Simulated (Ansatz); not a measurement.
# HF/3-21G run of GeSiH4O (SMILES [SiH3][O][GeH])

What is the electronic atomisation energy of GeSiH4O at HF/3-21G? 

Program for the calculation: Ansatz 0.2.0.

68 further runs of the same task are left out: 68 set aside as unsound or not needed.

### 1 The structure to begin with

GeSiH4O: 7 atoms, total charge 0, spin state singlet. As SMILES, `[SiH3][O][GeH]`. The coordinates come from a PBE0-D4/def2-TZVP relaxation. This is one conformer, not always the lowest.

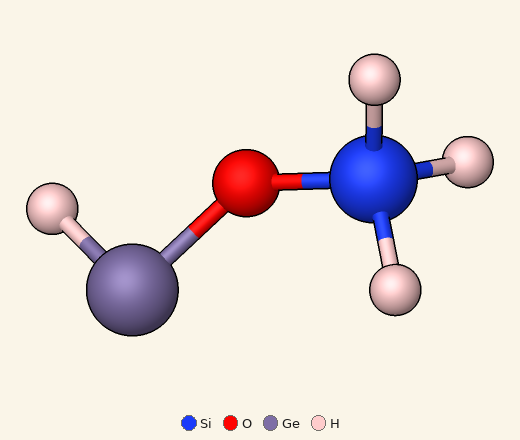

The structure, seen from a chosen angle (silicon blue, oxygen red, germanium purple, hydrogen pink).

### 2 The energy at HF/3-21G

input.yaml reads:

```yaml
crystal:
  periodic: [false, false, false]
  atoms:
    - symbol: Si
      position_ang: [-0.741700, 0.650900, -0.296500]
    - symbol: O
      position_ang: [0.533500, -0.139300, 0.373700]
    - symbol: Ge
      position_ang: [1.261400, -1.756200, 0.134200]
    - symbol: H
      position_ang: [-1.409200, -0.197600, -1.323800]
    - symbol: H
      position_ang: [-0.260900, 1.901300, -0.937500]
    - symbol: H
      position_ang: [-1.722500, 0.988100, 0.766400]
    - symbol: H
      position_ang: [2.400800, -1.515100, 1.238000]
basis:
  gaussian: {orbitals: 3-21G-spherical.json}
output: {orbitals: {seedname: orbitals}}
hamiltonian: {xc: hf}
accuracy: high
```

The basis set 3-21G is read from a file made from the Basis Set Exchange's data (not shown).

The run is started by

```
$ ansatz run input.yaml --threads 1 --pin off --max-ram 3480MiB --events-out events.jsonl --progress --plain --runs-dir runs
```

The program printed:

```text
Warning: RAYON_NUM_THREADS=1 ignored (pool sized by the plan → 1); use --threads N
Functional definition: HF
  name "HF"
  exchange = exact_x
  correlation = 0
999 factors; integrals over basis functions are off by at most 4.5e-9 eV
mean field evaluation 1: about -66108.5290 eV, gradient 3.4e1 eV
mean field evaluation 2: about -66108.7860 eV, gradient 3.5e1 eV
mean field evaluation 4: about -66111.1345 eV, gradient 1.9e0 eV
mean field evaluation 8: about -66111.1661 eV, gradient 1.2e-1 eV
mean field evaluation 16: about -66111.1662 eV, gradient 3.6e-8 eV
mean field -66111.16615830 eV, -2429.5405445595 hartree, gradient 3.6e-8 eV, S^2 0.000000; 0 other end points of the search recorded, 0 dependent functions left out
reference -66111.16615830 eV, -2429.5405445595 hartree; 29, 29 occupied and 23, 23 virtual orbitals, 999 factors
Total energy: -66111.16615830 eV, -2429.5405445595 hartree
```

Wall time 0.76 s (1 thread of AMD EPYC 7R43 (Zen 3), shared host); peak memory 0.13 GiB.

### 3 The Ge atom, same level

in.yaml reads:

```yaml
crystal:
  periodic: [false, false, false]
  atoms:
    - symbol: Ge
      position_ang: [0.000000, 0.000000, 0.000000]
basis:
  gaussian:
    orbitals: 3-21G-spherical.json
accuracy: high
magnetization:
  spin_polarized: true
  initial_magnetization: 2
hamiltonian:
  xc: hf
```

The basis set 3-21G is read from a file made from the Basis Set Exchange's data (not shown).

Run the same way, it converges to -2065.29167 Eh (log not shown).

### 4 The H atom, same level

molecule.yaml reads:

```yaml
crystal:
  periodic: [false, false, false]
  atoms:
    - {symbol: H, position_ang: [0.000000, 0.000000, 0.000000]}
basis:
  gaussian:
    orbitals: 3-21G.json
magnetization:
  spin_polarized: true
  initial_magnetization: 1
hamiltonian:
  xc: hf
accuracy: high
```

The basis set 3-21G is read from a file made from the Basis Set Exchange's data (not shown).

Run the same way, it converges to -0.49620 Eh (log not shown).

### 5 The O atom at the same level

in.yaml reads:

```yaml
basis:
  gaussian:
    orbitals: 3-21G.json
crystal:
  periodic: [false, false, false]
  atoms:
    - {symbol: O, position_ang: [0.000000, 0.000000, 0.000000]}
magnetization:
  spin_polarized: true
  initial_magnetization: 2
hamiltonian:
  xc: hf
accuracy: high
```

The basis set 3-21G is read from a file made from the Basis Set Exchange's data (not shown).

Run the same way, it converges to -74.39366 Eh (log not shown).

### 6 The Si atom

run.yaml reads:

```yaml
basis:
  gaussian:
    orbitals: 3-21G.json
crystal:
  periodic: [false, false, false]
  atoms:
    - {symbol: Si, position_ang: [0.000000, 0.000000, 0.000000]}
magnetization:
  spin_polarized: true
  initial_magnetization: 2
hamiltonian:
  xc: hf
accuracy: high
```

The basis set 3-21G is read from a file made from the Basis Set Exchange's data (not shown).

Run the same way, it converges to -287.34443 Eh (log not shown).

### 7 What came out

Level: HF/3-21G.

| quantity | value |
| --- | --- |
| molecule: total energy | -2429.54054 Eh |
| molecule: HOMO energy | -9.04 eV |
| molecule: LUMO energy | 0.76 eV |
| molecule: HOMO–LUMO gap | 9.80 eV |
| Ge atom: total energy | -2065.29167 Eh |
| Ge atom: ⟨S²⟩ | 2.000 |
| H atom: total energy | -0.49620 Eh |
| H atom: ⟨S²⟩ | 0.750 |
| O atom: total energy | -74.39366 Eh |
| O atom: ⟨S²⟩ | 2.001 |
| Si atom: total energy | -287.34443 Eh |
| Si atom: ⟨S²⟩ | 2.000 |
| electronic atomisation energy | 14.313 eV |

Taking the molecule apart into free atoms costs 14.31 eV (1381 kJ/mol), before zero-point energy and without spin-orbit coupling. Hartree–Fock lacks the correlation of the bonding pairs, which as a rule makes this value much too low; in minimal bases other errors can mask that. The basis has no polarisation functions, which makes bonds too weak.
